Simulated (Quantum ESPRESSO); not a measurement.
## Collinear magnetic orders of CoSi with Quantum ESPRESSO

Aim: find out which collinear order of CoSi costs least.

Program: Quantum ESPRESSO 7.5. Level of theory: LDA; plane waves with GBRV 1.5 LDA potentials, no spin-orbit coupling. Results are calculated unless marked as measured.

The database entry behind the starting cell differs from later determinations by our own check (0.1 to 0.3 % short, probably kX units), so it need not match the best structure at ambient conditions.

## 1. Starting point

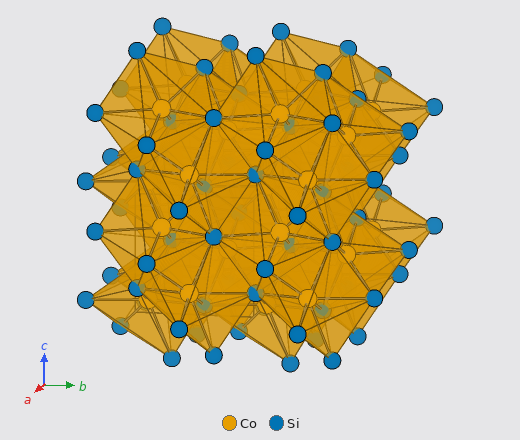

The starting structure, seen slightly off an axis (cobalt orange, silicon blue). 2×2×2 cells are drawn. Some periodic images of atoms are drawn too.

As a file:

```cif
data_structure
_symmetry_space_group_name_H-M 'P 1'
_symmetry_Int_Tables_number 1
_cell_length_a 4.4380
_cell_length_b 4.4380
_cell_length_c 4.4380
_cell_angle_alpha 90.000
_cell_angle_beta 90.000
_cell_angle_gamma 90.000
_cell_volume 87.41
loop_
_atom_site_label
_atom_site_type_symbol
_atom_site_fract_x
_atom_site_fract_y
_atom_site_fract_z
_atom_site_occupancy
Co1 Co 0.14000 0.14000 0.14000 1
Co2 Co 0.36000 0.86000 0.64000 1
Co3 Co 0.64000 0.36000 0.86000 1
Co4 Co 0.86000 0.64000 0.36000 1
Si5 Si 0.84300 0.84300 0.84300 1
Si6 Si 0.65700 0.15700 0.34300 1
Si7 Si 0.34300 0.65700 0.15700 1
Si8 Si 0.15700 0.34300 0.65700 1
```

The cell comes from the Crystallography Open Database.

## 2. Run 1, typed as ferro ++++

The signs are those of the starting moments on the seeded atoms, the atoms that are given a moment.

pw.in reads:

```
&CONTROL
  calculation = 'scf'
  prefix = 'pwscf'
  outdir = './tmp'
  pseudo_dir = './pseudo'
  disk_io = 'nowf'
/
&SYSTEM
  ibrav = 0
  celldm(1) = 8
  nat = 8
  ntyp = 2
  ecutwfc = 40
  ecutrho = 280
  nbnd = 59
  occupations = 'smearing'
  smearing = 'fd'
  degauss = 0.00734986
  nspin = 2
  starting_magnetization(1) = 0.1176
  starting_magnetization(2) = 0
/
&ELECTRONS
  conv_thr = 1.6d-08
  electron_maxstep = 150
  mixing_beta = 0.3
/
ATOMIC_SPECIES
Co     58.9332 co_lda_v1.2.uspp.F.UPF
Si     28.0850 si_lda_v1.uspp.F.UPF
CELL_PARAMETERS alat
   1.0483255676361    0.0000000000000    0.0000000000000
   0.0000000000000    1.0483255676361    0.0000000000000
   0.0000000000000    0.0000000000000    1.0483255676361
ATOMIC_POSITIONS crystal
Co      0.1400000000    0.1400000000    0.1400000000
Co      0.3600000000    0.8600000000    0.6400000000
Co      0.6400000000    0.3600000000    0.8600000000
Co      0.8600000000    0.6400000000    0.3600000000
Si      0.8430000000    0.8430000000    0.8430000000
Si      0.6570000000    0.1570000000    0.3430000000
Si      0.3430000000    0.6570000000    0.1570000000
Si      0.1570000000    0.3430000000    0.6570000000
K_POINTS automatic
6 6 6 0 0 0
```

The run is started by

```console
> OMP_NUM_THREADS=1 mpirun -n 4 pw.x -nk 4 -in pw.in > pw.out
```

The program printed:

```text
Program PWSCF v.7.5 starts

     Message from routine setup:
     using ibrav=0 with symmetry is DISCOURAGED, use correct ibrav instead

     K-points division:     npool     =       4
     Subspace diagonalization in iterative solution of the eigenvalue problem:

     G-vector sticks info
     --------------------
     sticks:   dense  smooth     PW     G-vecs:    dense   smooth      PW
     Sum        1565     885    277                46681    20197    3407

     Using Slab Decomposition

     bravais-lattice index     =            0
     lattice parameter (alat)  =       8.0000  a.u.
     unit-cell volume          =     589.8730 (a.u.)^3
     number of atoms/cell      =            8
     number of atomic types    =            2
     number of electrons       =        84.00
     number of Kohn-Sham states=           59
     kinetic-energy cutoff     =      40.0000  Ry
     charge density cutoff     =     280.0000  Ry
     scf convergence threshold =      1.6E-08
     mixing beta               =       0.3000
     number of iterations used =            8  plain     mixing
     Exchange-correlation= SLA  PZ   NOGX NOGC
                           (   1   1   0   0   0   0   0)

     celldm(1)=   8.000000  celldm(2)=   0.000000  celldm(3)=   0.000000
     celldm(4)=   0.000000  celldm(5)=   0.000000  celldm(6)=   0.000000

     crystal axes: (cart. coord. in units of alat)
               a(1) = (   1.048326   0.000000   0.000000 )
               a(2) = (   0.000000   1.048326   0.000000 )
               a(3) = (   0.000000   0.000000   1.048326 )

     reciprocal axes: (cart. coord. in units 2 pi/alat)
               b(1) = (  0.953902  0.000000  0.000000 )
               b(2) = (  0.000000  0.953902  0.000000 )
               b(3) = (  0.000000  0.000000  0.953902 )

     PseudoPot. # 1 for Co read from file:
     co_lda_v1.2.uspp.F.UPF
     Pseudo is Ultrasoft + core correction, Zval = 17.0
     Generated by new atomic code, or converted to UPF format
     Using radial grid of  863 points,  6 beta functions with:
                l(1) =   0
                l(2) =   0
                l(3) =   1
                l(4) =   1
                l(5) =   2
                l(6) =   2
     Q(r) pseudized with  8 coefficients,  rinner =    1.200   1.200   1.200
                                                       1.200   1.200

     PseudoPot. # 2 for Si read from file:
     si_lda_v1.uspp.F.UPF
     Pseudo is Ultrasoft + core correction, Zval =  4.0
     Generated by new atomic code, or converted to UPF format
     Using radial grid of  899 points,  6 beta functions with:
                l(1) =   0
                l(2) =   0
                l(3) =   1
                l(4) =   1
                l(5) =   2
                l(6) =   2
     Q(r) pseudized with  8 coefficients,  rinner =    0.900   0.900   0.900
                                                       0.900   0.900

     atomic species   valence    mass     pseudopotential
     Co               17.00    58.93320     Co( 1.00)
     Si                4.00    28.08500     Si( 1.00)

     Starting magnetic structure
     atomic species   magnetization
     Co              0.118
     Si              0.000

     12 Sym. Ops. (no inversion) found ( 9 have fractional translation)

   Cartesian axes

     site n.     atom                  positions (alat units)
         1        Co     tau(   1) = (   0.1467656   0.1467656   0.1467656  )
         2        Co     tau(   2) = (   0.3773972   0.9015600   0.6709284  )
         3        Co     tau(   3) = (   0.6709284   0.3773972   0.9015600  )
         4        Co     tau(   4) = (   0.9015600   0.6709284   0.3773972  )
         5        Si     tau(   5) = (   0.8837385   0.8837385   0.8837385  )
         6        Si     tau(   6) = (   0.6887499   0.1645871   0.3595757  )
         7        Si     tau(   7) = (   0.3595757   0.6887499   0.1645871  )
         8        Si     tau(   8) = (   0.1645871   0.3595757   0.6887499  )

     number of k points=    24  Fermi-Dirac smearing, width (Ry)=  0.0073
                       cart. coord. in units 2pi/alat
        k(    1) = (   0.0000000   0.0000000   0.0000000), wk =   0.0046296
        k(    2) = (   0.0000000   0.0000000   0.1589837), wk =   0.0277778
        k(    3) = (   0.0000000   0.0000000   0.3179674), wk =   0.0277778
        k(    4) = (   0.0000000   0.0000000  -0.4769511), wk =   0.0138889
        k(    5) = (   0.0000000   0.1589837   0.1589837), wk =   0.0555556
        [... 19 further k-points ...]

     Dense  grid:    46681 G-vectors     FFT dimensions: (  48,  48,  48)

     Smooth grid:    20197 G-vectors     FFT dimensions: (  36,  36,  36)

     Check: negative core charge=   -0.000027
     Generating pointlists ...
     new r_m :   0.2225 (alat units)  1.7796 (a.u.) for type    1
     new r_m :   0.2225 (alat units)  1.7796 (a.u.) for type    2

     Initial potential from superposition of free atoms

     starting charge      79.9976, renormalised to      84.0000
     Starting wfcs are   68 randomized atomic wfcs

     Self-consistent Calculation

     iteration #  1     ecut=    40.00 Ry     beta= 0.30
     Davidson diagonalization with overlap
     ethr =  1.00E-02,  avg # of iterations =  4.9

     total energy              =   -1210.99620832 Ry
     estimated scf accuracy    <      61.15199053 Ry

     total magnetization       =     2.31 Bohr mag/cell
     absolute magnetization    =     2.95 Bohr mag/cell

     iteration #  2     ecut=    40.00 Ry     beta= 0.30
     Davidson diagonalization with overlap
     ethr =  1.00E-02,  avg # of iterations =  3.0

     total energy              =   -1229.16066348 Ry
     estimated scf accuracy    <      47.61163834 Ry

     total magnetization       =     0.19 Bohr mag/cell
     absolute magnetization    =     0.52 Bohr mag/cell

     iteration #  3     ecut=    40.00 Ry     beta= 0.30
     Davidson diagonalization with overlap
     ethr =  1.00E-02,  avg # of iterations =  2.0

     total energy              =   -1232.26821153 Ry
     estimated scf accuracy    <       2.94841298 Ry

     total magnetization       =     0.86 Bohr mag/cell
     absolute magnetization    =     1.98 Bohr mag/cell

     [... further iterations left out ...]

     iteration # 11     ecut=    40.00 Ry     beta= 0.30
     Davidson diagonalization with overlap
     ethr =  8.24E-07,  avg # of iterations =  2.3

     total energy              =   -1232.31677338 Ry
     estimated scf accuracy    <       0.00023818 Ry

     total magnetization       =     0.01 Bohr mag/cell
     absolute magnetization    =     0.03 Bohr mag/cell

     iteration # 12     ecut=    40.00 Ry     beta= 0.30
     Davidson diagonalization with overlap
     ethr =  2.84E-07,  avg # of iterations =  1.7

     total energy              =   -1232.31680746 Ry
     estimated scf accuracy    <       0.00000225 Ry

     total magnetization       =    -0.00 Bohr mag/cell
     absolute magnetization    =     0.00 Bohr mag/cell

     iteration # 13     ecut=    40.00 Ry     beta= 0.30
     Davidson diagonalization with overlap
     ethr =  2.68E-09,  avg # of iterations =  3.9

     total energy              =   -1232.31680862 Ry
     estimated scf accuracy    <       0.00000078 Ry

     total magnetization       =     0.00 Bohr mag/cell
     absolute magnetization    =     0.00 Bohr mag/cell

     iteration # 14     ecut=    40.00 Ry     beta= 0.30
     Davidson diagonalization with overlap
     ethr =  9.33E-10,  avg # of iterations =  1.9

     Magnetic moment per site  (integrated on atomic sphere of radius R)
     atom   1 (R=0.222)  charge= 15.3088  magn=  0.0002
     atom   2 (R=0.222)  charge= 15.3088  magn=  0.0002
     atom   3 (R=0.222)  charge= 15.3088  magn=  0.0002
     atom   4 (R=0.222)  charge= 15.3088  magn=  0.0002
     atom   5 (R=0.222)  charge=  1.7143  magn= -0.0000
     atom   6 (R=0.222)  charge=  1.7143  magn= -0.0000
     atom   7 (R=0.222)  charge=  1.7143  magn= -0.0000
     atom   8 (R=0.222)  charge=  1.7143  magn= -0.0000

     End of self-consistent calculation

     [... lines left out ...]
     the Fermi energy is    16.2434 ev

!    total energy              =   -1232.31680879 Ry
     estimated scf accuracy    <       0.00000001 Ry
     smearing contrib. (-TS)   =      -0.00578009 Ry
     internal energy E=F+TS    =   -1232.31102870 Ry

     The total energy is F=E-TS. E is the sum of the following terms:
     one-electron contribution =    -813.41812957 Ry
     hartree contribution      =     458.16561450 Ry
     xc contribution           =    -147.27924313 Ry
     ewald contribution        =    -729.77927050 Ry

     total magnetization       =     0.00 Bohr mag/cell
     absolute magnetization    =     0.00 Bohr mag/cell

     convergence has been achieved in  14 iterations

=------------------------------------------------------------------------------=
   JOB DONE.
=------------------------------------------------------------------------------=
```

Wall time 58 s (4 MPI ranks of Arm Neoverse V1, shared host); peak memory 0.55 GiB; 3.8 min of CPU time.

Spin moment in the atom's sphere by atom:

```csv
atom,spin moment in the atom's sphere (μB)
Co1,0.0002
Co2,0.0002
Co3,0.0002
Co4,0.0002
Si5,0.0000
Si6,0.0000
Si7,0.0000
Si8,0.0000
```

This step gave:

```yaml
smearing_term_ts: 0.07864 eV
magnetization: 0 μB
absolute_magnetization: 0 μB
final_state: non-magnetic
```

[end of part 1 of 2]

[Logs and program files are shortened in this print: banners, set-up blocks, solver, clock and traceback lines can be left out without a mark of their own.]

[Logs are printed without paths, hosts, clocks, repeated set-up lines and the standing remarks that a program may print on its own settings, such as how far it seeks lower states.]

[Hosts, paths, dates, database ids (printed as entryN), source tags and the programs' standing remarks are cut or masked in the printed files.]

[Where a cell is said to come from a database of computed structures, the database is the Materials Project.]
